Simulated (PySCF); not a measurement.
# NMR shielding calculation, with input and output: C₂H₁₂N₂O₂Si₃

System: C₂H₁₂N₂O₂Si₃.
Method: GIAO B3LYP/6-31G* NMR shielding, non-relativistic, gas phase (PySCF 2.14.0).

The geometry comes from this level: GFN2-xTB. Figures and captions count atoms from 1; the log counts them from 0 in places.

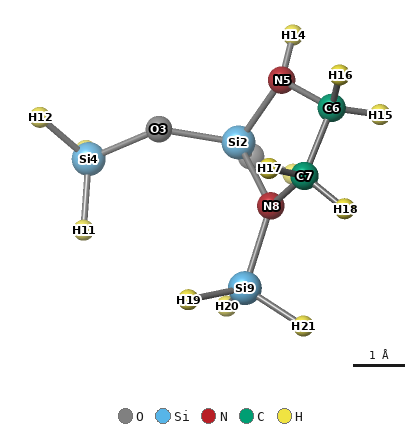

*The structure (ball-and-stick view, seen at an oblique angle; atoms are numbered from 1 in the order of the input).*

Key numbers:

- outcome: converged
- total energy: −1212.031126 hartree
- HOMO: −6.02 eV
- LUMO: 0.29 eV
- dipole moment: 1.89 D
- isotropic shielding, O: 287.9 to 292.7 ppm
- isotropic shielding, Si: 431.5 to 450.5 ppm
- isotropic shielding, N: 231.3 to 239.1 ppm
- isotropic shielding, C: 145.4 to 148.0 ppm
- isotropic shielding, H: 27.0 to 32.3 ppm
- hardware: 1 CPU thread, shared host
- wall time: 49 s
- peak memory: 0.87 GiB

Input:
```
{"job": {"xc": "B3LYP", "basis": "6-31G*", "kind": "nmr", "pop": false}, "charge": 0, "multiplicity": 1}
O      1.078688    -0.207025     2.013042
Si     0.336601     0.452329     0.719304
O      1.520823     1.134199    -0.136814
Si     3.033503     0.812036    -0.626184
N     -0.936161     1.575454     0.937911
C     -2.208619     0.986723     0.590672
C     -1.902084    -0.061618    -0.476830
N     -0.646923    -0.694386    -0.125369
Si    -0.114917    -2.097721    -0.966794
H      0.596035    -0.818673     2.564204
H      3.039192    -0.426380    -1.408653
H      3.337552     1.993121    -1.430450
H      3.902339     0.682653     0.541864
H     -0.975596     2.284865     1.647244
H     -2.680489     0.505807     1.461065
H     -2.894002     1.747095     0.204649
H     -1.819064     0.433751    -1.451502
H     -2.697093    -0.808956    -0.538796
H      0.285926    -1.834281    -2.357631
H      1.004428    -2.634492    -0.196068
H     -1.269057    -3.007557    -0.965338
```

The first line tells a small driver script what to run in PySCF; the rest is the geometry in Å.

Command:
```bash
OMP_NUM_THREADS=1 python <driver script> task.json out
```

What the program printed:
```
coarse grid: 18784 points
cycle   1  E = -1211.8861136947  dE =  1.320e+00  |g| = 1.142e+00  |ddm| = 4.284e+00
cycle   2  E = -1211.5148526845  dE =  3.713e-01  |g| = 1.775e+00  |ddm| = 2.336e+00
cycle   3  E = -1212.1341859552  dE = -6.193e-01  |g| = 1.393e-01  |ddm| = 1.573e+00
cycle   4  E = -1212.1368127787  dE = -2.627e-03  |g| = 8.575e-02  |ddm| = 1.713e-01
cycle   5  E = -1212.1382448550  dE = -1.432e-03  |g| = 1.221e-02  |ddm| = 7.070e-02
cycle   6  E = -1212.1382749908  dE = -3.014e-05  |g| = 4.222e-03  |ddm| = 1.613e-02
cycle   7  E = -1212.1382788136  dE = -3.823e-06  |g| = 1.139e-03  |ddm| = 4.520e-03
final grid: 167064 points
cycle   8  E = -1212.0311161860  dE = -1.956e-05  |g| = 6.152e-03  |ddm| = 2.115e-02
cycle   9  E = -1212.0311084323  dE =  7.754e-06  |g| = 8.519e-03  |ddm| = 1.425e-02
cycle  10  E = -1212.0311255073  dE = -1.708e-05  |g| = 7.883e-04  |ddm| = 8.139e-03
cycle  11  E = -1212.0311256381  dE = -1.308e-07  |g| = 2.248e-04  |ddm| = 8.310e-04
cycle  12  E = -1212.0311256476  dE = -9.547e-09  |g| = 5.070e-05  |ddm| = 2.087e-04
cycle  13  E = -1212.0311256481  dE = -4.779e-10  |g| = 2.190e-05  |ddm| = 6.321e-05
```

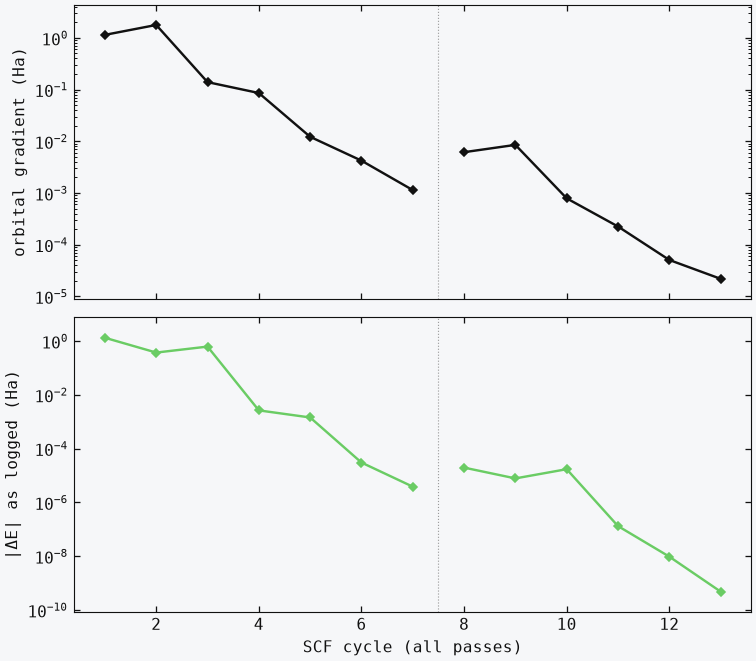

*Convergence of the self-consistent field: orbital gradient and size of the energy change against the SCF cycle. The dotted line marks the change from a coarse to the final integration grid.*

The first 7 cycles use a coarse grid, the final grid takes over at cycle 8, and the field converges after 13 cycles in all.

```
converged SCF energy = -1212.0311256481

GIAO shielding tensors (ppm)
atom      isotropic    diamagn.    paramagn.     s11        s22        s33       span
  0 O      287.908     392.518    -104.610    257.901    278.030    327.792     69.890
  1 Si     450.506     884.667    -434.162    434.076    449.702    467.740     33.664
  2 O      292.653     395.491    -102.838    256.522    303.214    318.222     61.700
  3 Si     431.475     882.059    -450.585    399.060    403.998    491.365     92.305
  4 N      231.318     321.593     -90.275    201.020    222.856    270.079     69.059
  5 C      148.004     242.690     -94.686    135.554    144.262    164.195     28.641
  6 C      145.365     242.875     -97.509    125.711    141.014    169.371     43.660
  7 N      239.060     324.693     -85.634    216.248    238.402    262.530     46.282
  8 Si     443.552     884.070    -440.517    406.067    423.059    501.531     95.464
  9 H       31.115      30.903       0.212     23.824     26.334     43.187     19.363
 10 H       27.063      31.328      -4.265     22.836     26.765     31.588      8.752
 11 H       27.220      29.604      -2.384     23.231     25.198     33.230      9.999
 12 H       27.020      29.611      -2.592     23.153     25.494     32.411      9.258
 13 H       32.341      30.887       1.454     24.091     29.772     43.160     19.069
 14 H       29.187      29.721      -0.535     24.294     27.174     36.092     11.798
 15 H       29.505      29.034       0.471     25.215     27.542     35.758     10.542
 16 H       29.090      31.133      -2.043     24.063     27.376     35.831     11.768
 17 H       29.688      30.296      -0.607     25.185     28.649     35.232     10.047
 18 H       27.598      31.678      -4.080     23.713     25.765     33.315      9.602
 19 H       27.584      32.555      -4.971     23.971     26.545     32.236      8.265
 20 H       27.836      30.983      -3.147     24.057     25.929     33.522      9.465
```

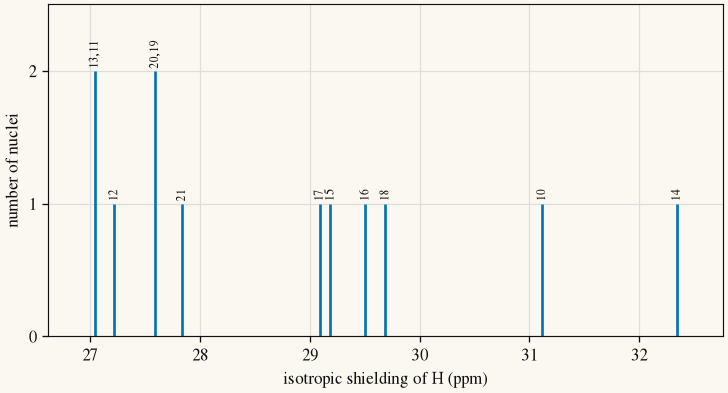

*Isotropic shieldings of the hydrogen nuclei in this fixed geometry, labelled by atom number; shielding grows to the right, so chemical shift grows to the left.*

The least shielded is H13 (27.0 ppm), the most shielded H14 (32.3 ppm).
